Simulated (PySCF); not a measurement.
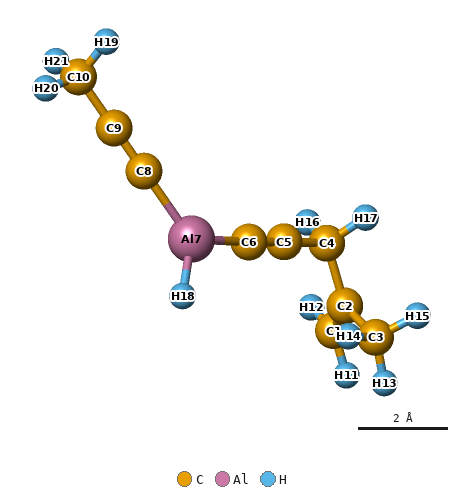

Figure 1. The structure (ball-and-stick view, seen at a tilt; atoms are numbered from 1 in the order of the input). Sticks mark near contacts. Bond lengths as drawn: Al–C 1.94 Å, Al–H 1.55 Å, C–C 1.22 to 1.51 Å and C–H 1.08 to 1.10 Å.

**Run report: C9H11Al, NMR shielding calculation**

The run: NMR shielding calculation of C9H11Al, SMILES C=C(C)CC#[C][AlH][C]#CC. Method and program: GIAO PBE0/pcSseg-1 NMR shielding, non-relativistic, gas phase (PySCF 2.14.0).

The geometry comes from this level: GFN2-xTB. It belongs to a series of runs on one base structure; here: H on C replaced by isopropenyl. Figures and captions count atoms from 1; the log counts them from 0 in places.

Log:
```
coarse grid: 18224 points
cycle   1  E = -591.1268894008  dE =  1.050e+00  |g| = 6.122e-01  |ddm| = 4.584e+00
cycle   2  E = -591.0979535856  dE =  2.894e-02  |g| = 6.951e-01  |ddm| = 1.725e+00
cycle   3  E = -591.2151392583  dE = -1.172e-01  |g| = 2.348e-01  |ddm| = 8.473e-01
cycle   4  E = -591.2292323868  dE = -1.409e-02  |g| = 4.514e-02  |ddm| = 1.986e-01
cycle   5  E = -591.2297543743  dE = -5.220e-04  |g| = 1.110e-02  |ddm| = 5.741e-02
cycle   6  E = -591.2297808656  dE = -2.649e-05  |g| = 4.053e-03  |ddm| = 1.237e-02
cycle   7  E = -591.2297842689  dE = -3.403e-06  |g| = 1.713e-03  |ddm| = 4.079e-03
final grid: 171856 points
cycle   8  E = -591.2924957167  dE = -4.006e-05  |g| = 8.943e-03  |ddm| = 6.442e-02
cycle   9  E = -591.2924798568  dE =  1.586e-05  |g| = 1.193e-02  |ddm| = 1.971e-02
cycle  10  E = -591.2925140687  dE = -3.421e-05  |g| = 3.573e-03  |ddm| = 1.090e-02
cycle  11  E = -591.2925173053  dE = -3.237e-06  |g| = 3.600e-04  |ddm| = 2.799e-03
cycle  12  E = -591.2925173223  dE = -1.697e-08  |g| = 2.322e-04  |ddm| = 4.200e-04
cycle  13  E = -591.2925173350  dE = -1.271e-08  |g| = 6.619e-05  |ddm| = 2.036e-04
cycle  14  E = -591.2925173359  dE = -9.477e-10  |g| = 2.875e-05  |ddm| = 7.333e-05
```

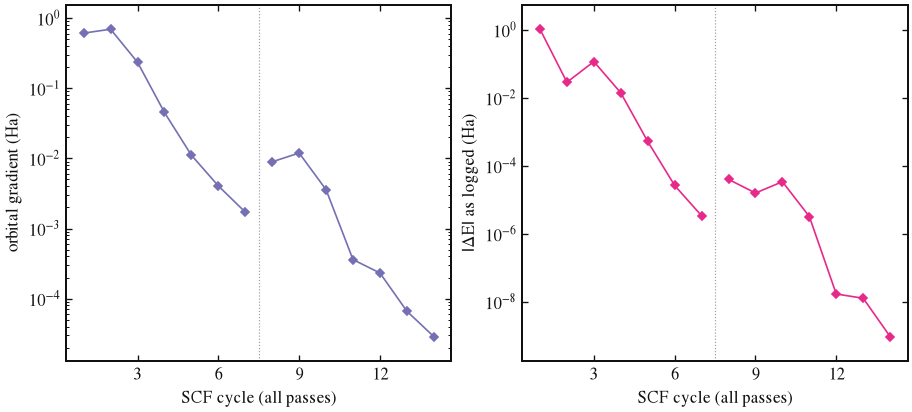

Figure 2. Convergence of the self-consistent field: orbital gradient and size of the energy change against the SCF cycle. The dotted line marks the change from a coarse to the final integration grid. The first 7 cycles use a coarse grid, the final grid takes over at cycle 8, and the field converges after 14 cycles in all.

```
converged SCF energy = -591.2925173359

GIAO shielding tensors (ppm)
atom      isotropic    diamagn.    paramagn.     s11        s22        s33       span
  0 C       68.066     248.512    -180.446    -32.493     94.284    142.407    174.900
  1 C       36.487     261.435    -224.948    -86.705     38.282    157.885    244.590
  2 C      162.803     245.010     -82.207    147.003    155.076    186.330     39.327
  3 C      153.610     248.683     -95.073    138.601    150.766    171.464     32.862
  4 C       67.511     275.708    -208.197    -33.466    -32.263    268.261    301.727
  5 C       89.359     254.142    -164.783      3.480     10.622    253.974    250.494
  6 Al     380.388     801.798    -421.410    332.621    393.291    415.252     82.630
  7 C       91.913     254.371    -162.457      1.721     10.178    263.841    262.120
  8 C       69.497     276.758    -207.262    -31.381    -26.624    266.495    297.876
  9 C      180.371     251.339     -70.968    171.645    172.083    197.384     25.739
 10 H       26.585      28.384      -1.799     23.810     25.132     30.814      7.004
 11 H       26.614      30.977      -4.363     23.477     25.277     31.089      7.613
 12 H       29.882      28.245       1.637     26.085     28.400     35.161      9.076
 13 H       28.967      30.582      -1.615     24.022     29.530     33.347      9.325
 14 H       30.052      27.177       2.874     26.587     27.875     35.693      9.106
 15 H       28.525      32.918      -4.393     23.990     28.411     33.175      9.185
 16 H       28.680      30.780      -2.100     25.114     27.588     33.339      8.225
 17 H       27.250      31.272      -4.022     23.496     26.216     32.038      8.542
 18 H       29.608      28.183       1.425     24.755     27.963     36.106     11.350
 19 H       29.599      22.988       6.611     24.578     27.859     36.359     11.781
 20 H       29.606      29.737      -0.131     24.694     28.050     36.075     11.381
```

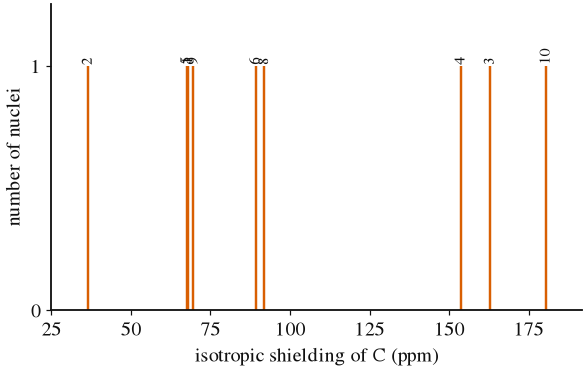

Figure 3. Isotropic shieldings of the carbon nuclei in this fixed geometry, labelled by atom number; shielding grows to the right, so chemical shift grows to the left. The least shielded is C2 (36.5 ppm), the most shielded C10 (180.4 ppm).

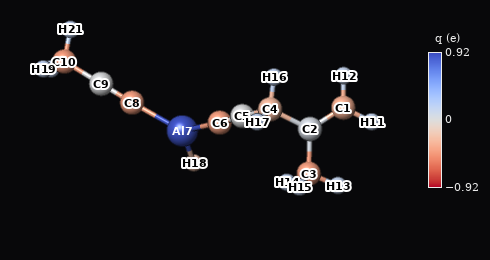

Figure 4. IAO charges, as the colour of each atom (ball-and-stick view, seen at a tilt; atoms are numbered from 1 in the order of the input). By element: C −0.44 to +0.04, Al +0.88 and H −0.22 to +0.18 e.

This output came from the following input.

Input file:
```
{"job": {"kind": "nmr", "xc": "PBE0", "basis": "pcSseg-1"}, "charge": 0, "multiplicity": 1}
C     -4.013042    -1.213975     0.539822
C     -3.238180    -0.142904     0.550169
C     -3.521980     1.083003    -0.260513
C     -1.982011    -0.078364     1.386523
C     -0.808495     0.051713     0.540949
C      0.153146     0.172669    -0.194449
Al     1.736541     0.330370    -1.302152
C      3.566705     0.081050    -0.713320
C      4.699893    -0.109868    -0.313775
C      6.051269    -0.331314     0.154244
H     -4.907632    -1.257873    -0.058239
H     -3.792239    -2.089859     1.127166
H     -4.395254     0.940927    -0.891189
H     -2.663811     1.318353    -0.889545
H     -3.697718     1.938200     0.392874
H     -1.884877    -0.980448     1.997028
H     -2.028133     0.789454     2.054657
H      1.515731     0.682368    -2.790949
H      6.335336     0.448342     0.861478
H      6.744619    -0.315131    -0.686938
H      6.121209    -1.299767     0.650390
```

The first line tells a small driver script what to run in PySCF; the rest is the geometry in Å.

Command:
```bash
OMP_NUM_THREADS=1 python <driver script> task.json out
```

Results in brief:

| quantity | value |
| --- | --- |
| outcome | converged |
| total energy | −591.292517 hartree |
| HOMO | −7.37 eV |
| LUMO | −1.59 eV |
| dipole moment | 1.59 D |
| isotropic shielding, C | 36.5 to 180.4 ppm |
| isotropic shielding, Al | 380.4 ppm |
| isotropic shielding, H | 26.6 to 30.1 ppm |
| hardware | 1 CPU thread, shared host |
| wall time | 39 s |
| peak memory | 0.99 GiB |
